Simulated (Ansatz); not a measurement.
GaNH5O: several calculations on one system

**1. Relaxation**

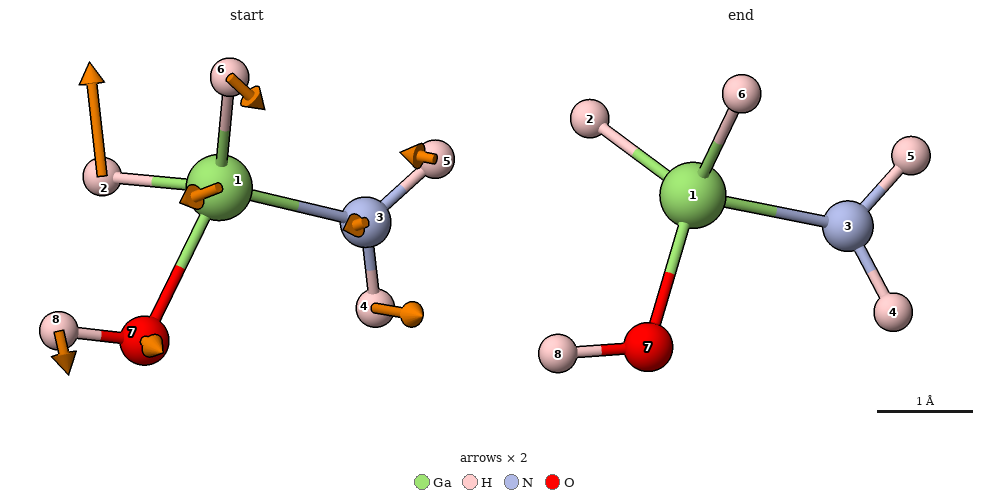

The structure of GaNH5O (multiplicity 2) before (left) and after (right) a relaxation, at one scale. The orange arrows give the displacements, magnified 2 times.

The picture is a ball-and-stick view, seen at a tilt.

The run prepares an end point of a later path (reaction) calculation, from a guessed geometry.

Method: UKS LDA/def2-SVP (Ansatz).

Input
```yaml
crystal:
  periodic: [false, false, false]
  atoms:
    - { symbol: Ga, position_ang: [-0.043009, -0.064015, 0.472423] }
    - { symbol: H, position_ang: [-0.230278, -1.583953, 0.888183] }
    - { symbol: "N", position_ang: [1.503035, 0.145888, -0.499124] }
    - { symbol: H, position_ang: [2.411516, -0.001595, -0.045392] }
    - { symbol: H, position_ang: [1.589011, 0.222044, -1.518225] }
    - { symbol: H, position_ang: [-1.317213, 0.610477, -0.142384] }
    - { symbol: O, position_ang: [0.438409, 0.059993, 2.227873] }
    - { symbol: H, position_ang: [-0.29337, -0.189939, 2.823747] }
magnetization:
  spin_polarized: true
  initial_magnetization: 1
basis:
  gaussian: { orbitals: def2-SVP }
hamiltonian:
  xc: lda
relax:
  f_tol: 0.03
  max_steps: 50
```

Launched with:
```bash
ansatz run input.yaml --threads 2 --pin off --max-ram 3072MiB --backend cpu --events-out ev --progress --plain --runs-dir out
```

> What changed between the two?

Over 9 accepted moves (10 points after the start) the energy falls by 4.56 kcal/mol. Largest force component: 0.83 eV/Å at the start, 0.019 eV/Å at the end. The line search rejected the trial step at point 6 of the run. The largest move after the best rigid fit is that of H2, 0.62 Å. By element the largest moves are H 0.62 Å, Ga 0.31 Å, O 0.19 Å, N 0.18 Å. Some distances before and after: Ga1–H6 1.567 → 1.637 Å, Ga1–N3 1.838 → 1.866 Å, Ga1–O7 1.824 → 1.798 Å. Bond angles that change, for instance: H2–Ga1–O7 81.0° → 118.0°, N3–Ga1–H6 115.3° → 98.8°, H2–Ga1–H6 114.8° → 104.1°.

**2. Relaxation**

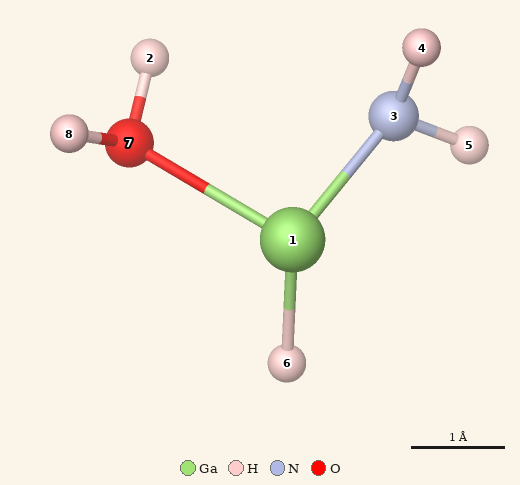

Starting structure of GaNH$_{5}$O (multiplicity 2). A ball-and-stick model, seen face on.

The run prepares an end point of a later path (reaction) calculation, from a guessed geometry.

Computed with UKS LDA/def2-SVP in Ansatz 0.2.0.

Input
```yaml
crystal:
  periodic: [false, false, false]
  atoms:
    - { symbol: Ga, position_ang: [-0.282885, -0.545291, -0.113919] }
    - { symbol: H, position_ang: [0.886832, 0.135424, 2.287195] }
    - { symbol: "N", position_ang: [1.465093, 0.016608, -0.407258] }
    - { symbol: H, position_ang: [2.199175, -0.696725, -0.452824] }
    - { symbol: H, position_ang: [1.604568, 0.667473, -1.193329] }
    - { symbol: H, position_ang: [-1.419097, 0.494975, -0.507434] }
    - { symbol: O, position_ang: [-0.062156, -0.042169, 2.041072] }
    - { symbol: H, position_ang: [-0.333429, -0.831395, 2.553599] }
magnetization:
  spin_polarized: true
  initial_magnetization: 1
basis:
  gaussian: { orbitals: def2-SVP }
hamiltonian:
  xc: lda
relax:
  f_tol: 0.03
  max_steps: 50
output:
  orbitals: {}
```

Run as
```bash
ansatz run input.yaml --threads 2 --pin off --max-ram 3072MiB --backend cpu --events-out ev --progress --plain --runs-dir out
```

> What does the optimiser find from here?

The energy falls by 0.805 eV in 18 accepted moves (21 points after the start). Largest force component: 0.52 eV/Å at the start, 0.029 eV/Å at the end. The line search rejected the trial steps at points 10, 17, 18 of the run. H2 moves most after the best rigid fit: 1.44 Å. Largest moves by element: H 1.44 Å, Ga 0.42 Å, N 0.35 Å, O 0.26 Å. Near-neighbour distances that change, for instance: H2–N3 2.758 → 1.048 Å, H2–O7 0.996 → 1.879 Å, Ga1–O7 2.224 → 1.847 Å, Ga1–N3 1.859 → 2.105 Å. New bonds form, among them: H2–N3 (2.76 → 1.05 Å). Bonds break, among them: H2–O7 (1.00 → 1.88 Å). Among the angles between lasting bonds that change: H6–Ga1–O7 99.4° → 115.2°, N3–Ga1–H6 115.8° → 102.0°, N3–Ga1–O7 89.5° → 79.0°. Groups turn about Ga1–O7 by about 30°, Ga1–N3 by about 25°. The run took 23 s on 2 threads of Arm Neoverse V2 (shared host), peak memory 0.14 GiB.

Step by step:

```
step  E − E(0), eV  largest force component, eV/Å      note
   0        0.0000                         0.5217          
   1       -0.0765                         0.8255          
   2       -0.1585                         0.4901          
   3       -0.2638                         0.3981          
   4       -0.3481                         0.3923          
   5       -0.3647                         0.9535          
   6       -0.3753                         0.7591          
   7       -0.3991                         0.2892          
   8       -0.4203                         0.2745          
   9       -0.5305                         1.0037          
  10       -0.5063                         3.4006  rejected
  11       -0.6675                         0.4139          
  12       -0.7320                         0.2743          
  13       -0.7756                         0.1312          
  14       -0.7883                         0.1934          
  15       -0.7915                         0.5616          
  16       -0.7989                         0.1738          
  17       -0.4681                         3.3273  rejected
  18       -0.7828                         0.4374  rejected
  19       -0.8044                         0.2147          
  20       -0.8044                         0.1803          
  21       -0.8055                         0.0286
```

Final geometry:

```xyz
8

Ga   -0.5185   -0.7035    0.1950
H     1.4923    0.1405    0.9823
N     1.4488    0.0011   -0.0551
H     2.1682   -0.6693   -0.3552
H     1.5733    0.8930   -0.5540
H    -1.3766    0.4136   -0.5869
O    -0.0724   -0.2771    1.9361
H    -0.6570   -0.5994    2.6448
```

The end point in the same view:

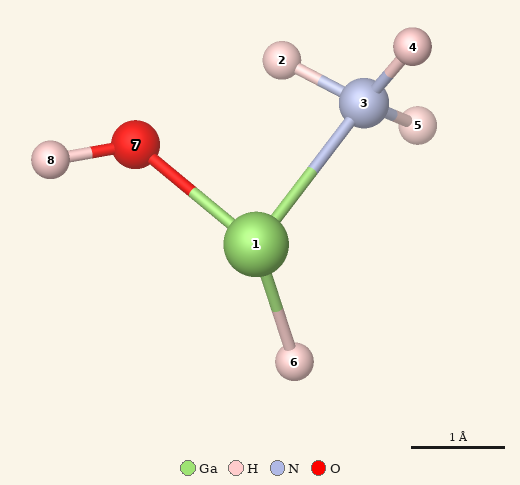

**3. Path**

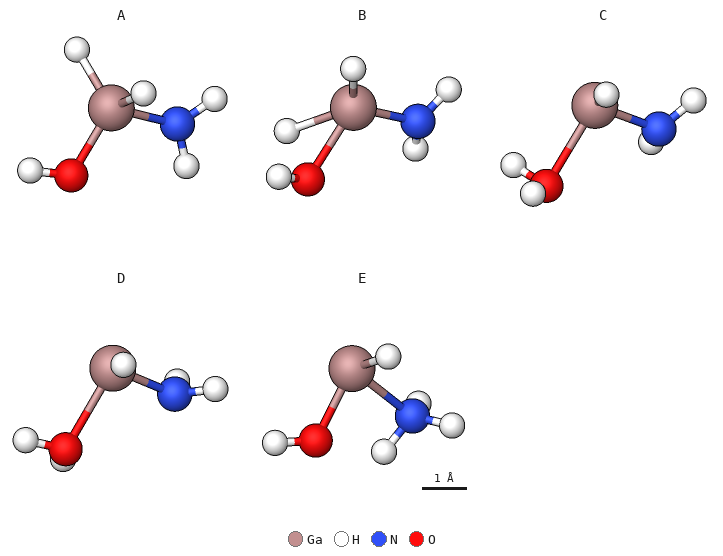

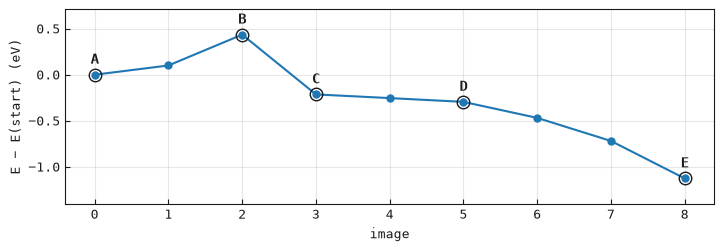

NEB run on GaNH₅O (multiplicity 2). Images are numbered from 0 (start) to 8 (end). Frames A to E are images 0, 2, 3, 5, 8. Style: ball-and-stick. Shown at a tilt.

The calculation used Ansatz 0.2.0, UKS LDA/def2-SVP. Settings: 7 movable images; climbing image; force threshold 0.05 eV/Å; iteration limit 60; starting path through a guess of the saddle point.

Read off the barrier and say what moves.

A hydrogen atom shifts from one atom to another. Breaking: Ga–H (1.59 → 2.32 Å). Forming: H–N (2.94 → 1.05 Å). The highest point, image 2, lies 0.44 eV above the start and 1.56 eV above the end; the end is at −1.13 eV relative to the start. The band converged in 26 iterations, with a climbing image at the top. At the top, the vibrational analysis gives one imaginary mode (773i cm⁻¹), as a transition state must have.

Cost: 2.8 min on 2 threads of Arm Neoverse V2, with other jobs on the host, peak memory 0.17 GiB.
